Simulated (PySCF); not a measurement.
# C3H5Br: excited states, first hyperpolarisability

Wanted: excited states, first hyperpolarisability for C3H5Br (`C=CCBr`).

Computed with PySCF 2.14.0 and routines of our own; the level stands in each step. Atoms count from 0.

## Step 1: The starting structure

9 atoms, charge 0, multiplicity 1; geometry from: GFN2-xTB.

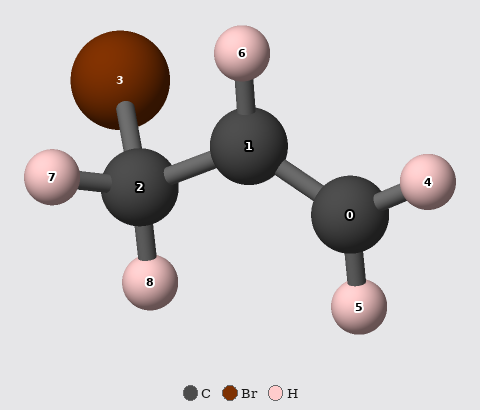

The starting geometry (carbon dark grey, bromine brown, hydrogen pink).

## Step 2: Optimising the geometry at PBE0-D3(BJ)/def2-TZVP

What the job is given:

```
{"job": {"xc": "PBE0", "basis": "def2-TZVP", "d3": "d3bj", "grid": 2, "kind": "geom"}, "charge": 0, "multiplicity": 1}
C     -1.338406    -0.231839     0.434197
C     -0.242813     0.470192     0.208909
C      0.909481    -0.037883    -0.575927
Br     2.496039    -0.227254     0.584458
H     -2.155765     0.165388     1.010061
H     -1.465043    -1.229742     0.046686
H     -0.126314     1.464612     0.618550
H      1.214709     0.657671    -1.357335
H      0.721673    -1.025152    -0.994778
```

Run with:

```bash
> OMP_NUM_THREADS=1 python excited_run.py task.json out
```

The driver reads the jobs from task.json and runs them one after another.

Output:

```text
step   0  E = -2691.06319622  max force = 0.008695
step   1  E = -2691.06318759  max force = 0.001610
step   2  E = -2691.06328984  max force = 0.000931
step   3  E = -2691.06337815  max force = 0.001553
step   4  E = -2691.06340367  max force = 0.002691
step   5  E = -2691.06345992  max force = 0.000656
step   6  E = -2691.06347054  max force = 0.000243
optimisation converged
```

Wall time 49 s (1 thread of Intel Xeon 6975P-C, shared host); peak memory 0.71 GiB.

Step by step:

```tsv
step	energy from step 0 (eV)	largest force component (eV/Å)
0	0.0000	0.4471
1	0.0002	0.0828
2	-0.0025	0.0479
3	-0.0050	0.0799
4	-0.0056	0.1384
5	-0.0072	0.0337
6	-0.0075	0.0125
```

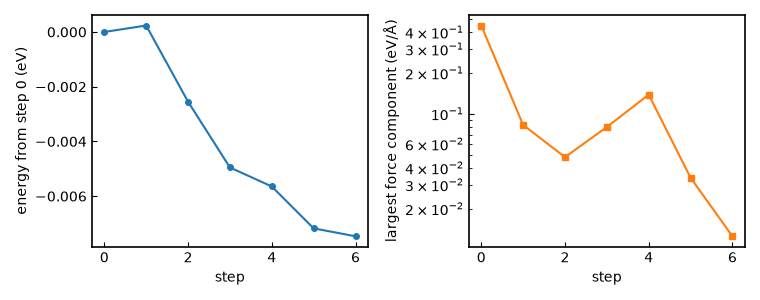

Energy and force, step by step.

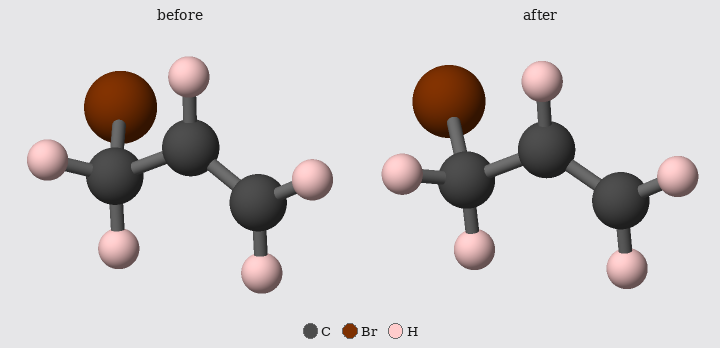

The geometry before (left) and after (right).

Distances of close pairs at the start and the end, largest changes first:

```tsv
bond	before (Å)	after (Å)	change (Å)
C2–Br3	1.975	1.962	-0.013
C0–H5	1.078	1.085	+0.007
C0–H4	1.076	1.083	+0.007
C1–C2	1.484	1.479	-0.005
C0–C1	1.321	1.326	+0.005
C1–H6	1.082	1.086	+0.005
C2–H8	1.089	1.088	-0.001
C2–H7	1.090	1.089	-0.001
```

The end geometry stands in the next job.

```tsv
at the end point	value
point group (found at 0.08 Å tolerance)	C1
rotational constants (GHz, main isotopes)	19.470, 1.980, 1.921
dipole moment (D)	2.00
```

## Step 3: Excited states: TDA CAM-B3LYP/def2-TZVPD

What the job is given:

```
{"job": {"kind": "states", "xc": "CAM-B3LYP", "basis": "def2-TZVPD", "tda": true, "soc": true, "nstates": 6, "ntriplets": 5, "nquad": 4}, "charge": 0, "multiplicity": 1}
C     -1.250950    -0.324765     0.607541
C     -0.256767     0.459808     0.215934
C      0.838572     0.007442    -0.668151
Br     2.564683     0.095938     0.260048
H     -2.046113     0.047841     1.241738
H     -1.303266    -1.366415     0.307107
H     -0.215743     1.495828     0.540187
H      0.966401     0.648416    -1.538709
H      0.718121    -1.027006    -0.981485
```

With the program's defaults for keys left out, this is: TDA CAM-B3LYP/def2-TZVPD excited states, vertical, gas phase, spin-orbit mean-field couplings.

Output:

```text
coarse grid: 35232 points
cycle   1  E = -2691.5345477444  dE = -7.036e-01  |g| = 3.655e-01  |ddm| = 2.887e+00
cycle   2  E = -2691.5448675613  dE = -1.032e-02  |g| = 2.672e-01  |ddm| = 8.582e-01
cycle   3  E = -2691.5577503138  dE = -1.288e-02  |g| = 6.616e-02  |ddm| = 3.351e-01
cycle   4  E = -2691.5587210729  dE = -9.708e-04  |g| = 2.110e-02  |ddm| = 7.871e-02
cycle   5  E = -2691.5588177725  dE = -9.670e-05  |g| = 6.620e-03  |ddm| = 3.411e-02
cycle   6  E = -2691.5588290485  dE = -1.128e-05  |g| = 9.626e-04  |ddm| = 7.665e-03
cycle   7  E = -2691.5588294030  dE = -3.545e-07  |g| = 5.536e-04  |ddm| = 2.281e-03
final grid: 73560 points
cycle   8  E = -2691.5588358935  dE = -2.827e-08  |g| = 5.912e-04  |ddm| = 8.678e-03
cycle   9  E = -2691.5588358821  dE =  1.132e-08  |g| = 6.612e-04  |ddm| = 1.445e-03
cycle  10  E = -2691.5588359677  dE = -8.560e-08  |g| = 2.034e-05  |ddm| = 6.600e-04
cycle  11  E = -2691.5588359679  dE = -1.683e-10  |g| = 1.227e-05  |ddm| = 7.657e-05
converged SCF energy = -2691.5588359679

Singlet excitations
state   eV       nm        f     d(h-e)  d(exc)  Lambda  PR(NTO)  |dmu|/D   mu/D   main configurations
  1   5.8526   211.8   0.00686   0.800   2.799   0.494   1.015    2.076    1.035   H-1->L 0.62, H->L 0.18, H-2->L 0.09
  2   5.8991   210.2   0.01538   0.703   2.796   0.576   1.017    1.753    0.942   H->L 0.36, H-1->L 0.26, H-2->L 0.26
  3   6.8244   181.7   0.16843   0.957   3.377   0.584   1.202    2.819    4.638   H-2->L 0.46, H->L 0.23, H->L+1 0.20
  4   7.2711   170.5   0.37614   0.859   3.571   0.427   1.411    3.128    2.938   H->L+1 0.59, H->L 0.10, H-1->L+1 0.08
  5   7.2999   169.8   0.04121   1.255   3.526   0.295   1.075                     H-1->L+1 0.72
  6   7.5119   165.1   0.06664   0.926   3.562   0.408   1.966                     H-2->L+1 0.43, H->L+2 0.24, H->L+4 0.11

Triplet excitations (Tamm-Dancoff)
state   eV     d(h-e)  d(exc)  Lambda  PR(NTO)   main configurations
  1   4.2369   0.093   2.304   0.584   1.028   H->L 0.52, H-2->L 0.15
  2   5.2170   0.736   2.601   0.423   1.008   H-1->L 0.80
  3   5.3096   0.685   2.576   0.605   1.076   H-2->L 0.52, H->L 0.25
  4   6.5873   0.803   3.139   0.493   1.256   H->L+1 0.31, H-2->L 0.16, H->L 0.08
  5   7.1076   0.988   3.376   0.349   1.283   H-1->L+1 0.41, H->L+1 0.18, H-2->L+1 0.08
S1 - T1 = 1.6157 eV

Spin-orbit couplings |<S|Hso|T>| (cm-1)
             T1       T2       T3       T4       T5
S0      132.952  932.957  926.025   39.337  134.933
S1      259.397  441.713  985.043  533.090  178.508
S2      241.039  979.585  433.947  535.317  167.420
S3      158.522  379.821  323.306   25.242  158.704
S4       29.742  186.651  149.025  131.958  376.737
S5       96.402   38.090   95.258  256.431  750.727
S6       91.431  113.347   90.318  188.130  475.352
T1 sublevels (cm-1): 0.000 3.006 4.399   radiative rates (1/s): 14.6 6.97e+03 534
```

Run time: 25 s. Hardware: 1 thread of Intel Xeon 6975P-C, shared host; peak memory 0.79 GiB.

In short:

```tsv
quantity	value
S1 less T1	1.62 eV
```

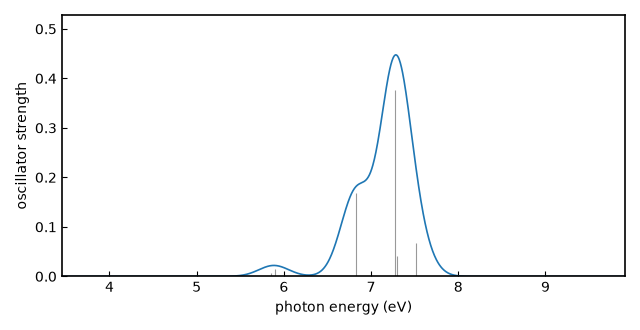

Absorption lines of the singlets. Lines are broadened to a width of 0.40 eV (Gaussian).

Orbitals, density, ELF and potential are computed afterwards from the orbital file.

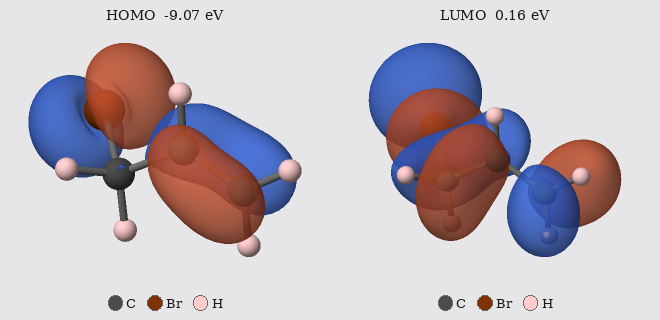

CAM-B3LYP/def2-TZVPD orbitals near the gap, drawn at the value that encloses 70 % of each; the two colours are the two signs.

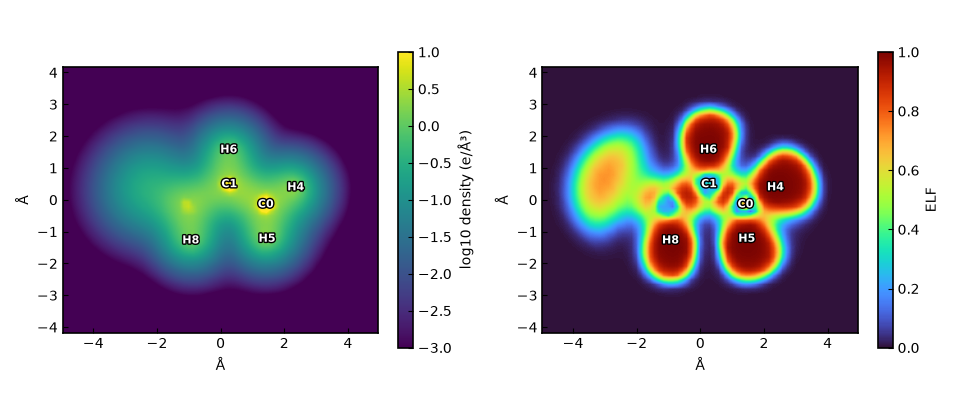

Density (left) and ELF (right) in a plane through or near 6 of the atoms.

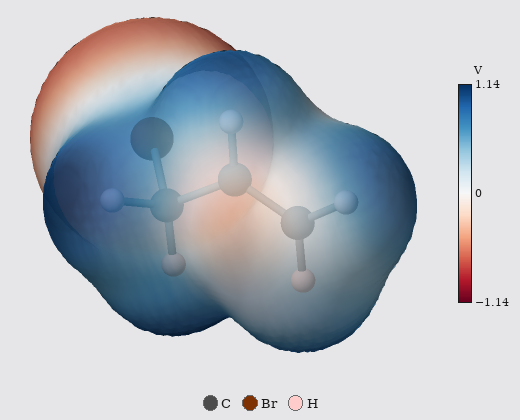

The potential that a unit positive charge feels on the 0.002 e/bohr³ surface, from -0.69 V near Br3 to 1.14 V near H8.

## Step 4: Excited states: TDDFT CAM-B3LYP/aug-cc-pVTZ

Settings changed since step 3:

```diff
@@ -1,2 +1,2 @@
-{"job": {"kind": "states", "xc": "CAM-B3LYP", "basis": "def2-TZVPD", "tda": true, "soc": true, "nstates": 6, "ntriplets": 5, "nquad": 4}, "charge": 0, "multiplicity": 1}
+{"job": {"kind": "states", "xc": "CAM-B3LYP", "basis": "aug-cc-pVTZ", "tpa": true, "nstates": 8, "nquad": 6, "ntriplets": 0}, "charge": 0, "multiplicity": 1}
 C     -1.250950    -0.324765     0.607541
```

Level: TDDFT CAM-B3LYP/aug-cc-pVTZ excited states, vertical, gas phase, two-photon moments by quadratic response.

Output:

```text
coarse grid: 35232 points
cycle   1  E = -2691.5817224522  dE = -6.942e-01  |g| = 3.154e-01  |ddm| = 7.362e+00
cycle   2  E = -2691.5913101281  dE = -9.588e-03  |g| = 2.400e-01  |ddm| = 1.233e+00
cycle   3  E = -2691.6037195382  dE = -1.241e-02  |g| = 6.513e-02  |ddm| = 4.473e-01
cycle   4  E = -2691.6046369804  dE = -9.174e-04  |g| = 1.932e-02  |ddm| = 1.314e-01
cycle   5  E = -2691.6047206565  dE = -8.368e-05  |g| = 6.772e-03  |ddm| = 4.323e-02
cycle   6  E = -2691.6047323723  dE = -1.172e-05  |g| = 9.801e-04  |ddm| = 1.504e-02
cycle   7  E = -2691.6047327071  dE = -3.348e-07  |g| = 5.650e-04  |ddm| = 3.509e-03
final grid: 73560 points
cycle   8  E = -2691.6047182424  dE = -4.488e-08  |g| = 5.792e-04  |ddm| = 1.343e-02
cycle   9  E = -2691.6047182318  dE =  1.055e-08  |g| = 6.434e-04  |ddm| = 2.227e-03
cycle  10  E = -2691.6047183251  dE = -9.327e-08  |g| = 2.214e-05  |ddm| = 1.008e-03
cycle  11  E = -2691.6047183253  dE = -2.033e-10  |g| = 1.246e-05  |ddm| = 1.071e-04
converged SCF energy = -2691.6047183253

Singlet excitations
state   eV       nm        f     d(h-e)  d(exc)  Lambda  PR(NTO)  |dmu|/D   mu/D   delta(TPA)   sigma/GM   main configurations
  1   5.7909   214.1   0.00958   0.810   2.818   0.439   1.020    2.142    1.036        2.42      0.030   H-1->L 0.50, H->L 0.19
  2   5.8325   212.6   0.01690   0.707   2.816   0.496   1.025    1.819    0.923        2.86      0.036   H->L 0.33, H-1->L 0.25, H-2->L 0.18
  3   6.6480   186.5   0.15738   0.639   3.478   0.562   1.254    1.627    3.526      131.96      2.137   H-2->L 0.48, H->L 0.37
  4   6.9288   178.9   0.33760   0.888   3.902   0.419   1.378    3.414    2.427       35.64      0.627   H->L+1 0.77
  5   7.0488   175.9   0.02547   1.368   3.957   0.249   1.012    4.881    4.122       31.12      0.566   H-1->L+1 0.67, H-1->L+2 0.10
  6   7.2330   171.4   0.04615   1.107   3.950   0.335   1.934    4.094    2.236       22.85      0.438   H-2->L+1 0.53, H->L+2 0.27
  7   7.3399   168.9   0.01172   0.599   4.285   0.201   1.156                                            H->L+3 0.57, H->L+2 0.17
  8   7.4667   166.0   0.03094   0.947   4.105   0.296   1.320                                            H->L+4 0.42, H->L+3 0.13, H->L+2 0.10
```

It took 44 s on 1 thread of Intel Xeon 6975P-C, shared host; peak memory 1.2 GiB.

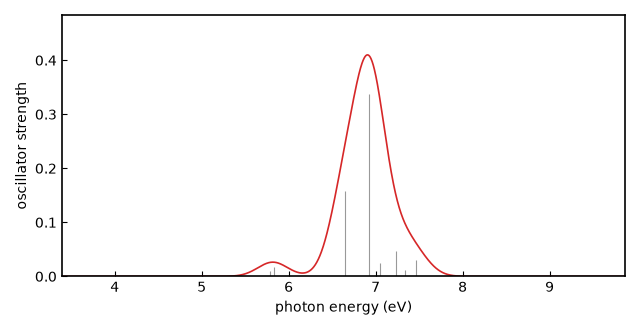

Absorption lines of the singlets. Lines are broadened to a width of 0.40 eV (Gaussian).

## Step 5: First hyperpolarisability: quadratic response CAM-B3LYP/aug-cc-pVTZ

Settings changed since step 4:

```diff
@@ -1,2 +1,2 @@
-{"job": {"kind": "states", "xc": "CAM-B3LYP", "basis": "aug-cc-pVTZ", "tpa": true, "nstates": 8, "nquad": 6, "ntriplets": 0}, "charge": 0, "multiplicity": 1}
+{"job": {"kind": "beta", "xc": "CAM-B3LYP", "basis": "aug-cc-pVTZ"}, "charge": 0, "multiplicity": 1}
 C     -1.250950    -0.324765     0.607541
```

Level: quadratic response CAM-B3LYP/aug-cc-pVTZ first hyperpolarisability, Taylor convention, gas phase.

Output:

```text
coarse grid: 35232 points
cycle   1  E = -2691.5817224522  dE = -6.942e-01  |g| = 3.154e-01  |ddm| = 7.362e+00
cycle   2  E = -2691.5913101282  dE = -9.588e-03  |g| = 2.400e-01  |ddm| = 1.233e+00
cycle   3  E = -2691.6037195382  dE = -1.241e-02  |g| = 6.513e-02  |ddm| = 4.473e-01
cycle   4  E = -2691.6046369804  dE = -9.174e-04  |g| = 1.932e-02  |ddm| = 1.314e-01
cycle   5  E = -2691.6047206565  dE = -8.368e-05  |g| = 6.772e-03  |ddm| = 4.323e-02
cycle   6  E = -2691.6047323723  dE = -1.172e-05  |g| = 9.801e-04  |ddm| = 1.504e-02
cycle   7  E = -2691.6047327071  dE = -3.348e-07  |g| = 5.650e-04  |ddm| = 3.509e-03
final grid: 73560 points
cycle   8  E = -2691.6047182424  dE = -4.489e-08  |g| = 5.792e-04  |ddm| = 1.343e-02
cycle   9  E = -2691.6047182318  dE =  1.056e-08  |g| = 6.434e-04  |ddm| = 2.227e-03
cycle  10  E = -2691.6047183251  dE = -9.328e-08  |g| = 2.214e-05  |ddm| = 1.008e-03
cycle  11  E = -2691.6047183253  dE = -2.005e-10  |g| = 1.246e-05  |ddm| = 1.071e-04
converged SCF energy = -2691.6047183253

Lowest singlets (eV, f): 5.7909 0.0096  5.8325 0.0169  6.6480 0.1574

First hyperpolarisability (au)
process     nm      |vector|   parallel      HRS      DR
static         -      135.65       77.6       53.9    5.82
shg       1907.0      143.63      82.05      57.16   5.766
eope      1907.0      138.23      79.05          -       -
shg       1064.0      164.08      93.41      65.55   5.651
eope      1064.0      144.22      82.38          -       -
```

Wall time 41 s (1 thread of Intel Xeon 6975P-C, shared host); peak memory 1.2 GiB.

## Step 6: What came out

| quantity | value |
| --- | --- |
| point group | C1 |
| rotational constants (main isotopes) | 19.47, 1.98, 1.92 GHz |
| S1 less T1 (step 3, TDA CAM-B3LYP/def2-TZVPD) | 1.62 eV |
| surface potential, least and greatest | -0.69 V and 1.14 V |
| β vector (step 5, quadratic response CAM-B3LYP/aug-cc-pVTZ) | static 136, SHG 1907.0 nm 144, SHG 1064.0 nm 164 au |

What this shows: Relaxing lowered the energy by 0.007 eV in 6 steps; the close pair that moved most is C2–Br3, from 1.975 to 1.962 Å. Scalar relativity is left out for the heavy atoms. In step 3, the number of triplets below S1 is 3, and the largest singlet-triplet spin-orbit coupling is S1–T3, 985.04 cm⁻¹. Steps that list no spin-orbit terms leave them out, which matters at and beside the heavy atoms. β grows from 136 au (static) to 164 au for doubling at 1064.0 nm: normal dispersion, which grows as twice the photon energy moves toward the bright states.
